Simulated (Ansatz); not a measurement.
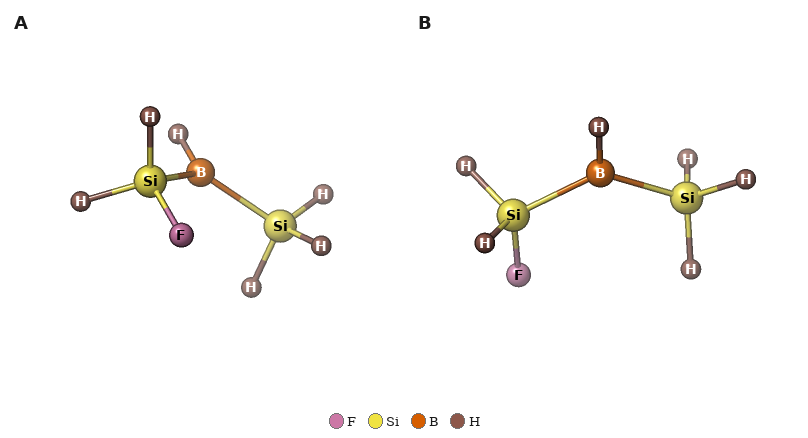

Depth is shown by fading: the farther an atom, the more it takes the colour of the background. Computed geometry: PBE0-D4/def2-TZVP optimisation.

Question: Are A and B the same structure? If not, how do they differ?

Answer: Yes. They are the same structure, BFH6Si2 (F[SiH2]B[SiH3]), seen from two directions: a rotation takes one into the other. The geometry is chiral (C1), so its mirror image would differ.
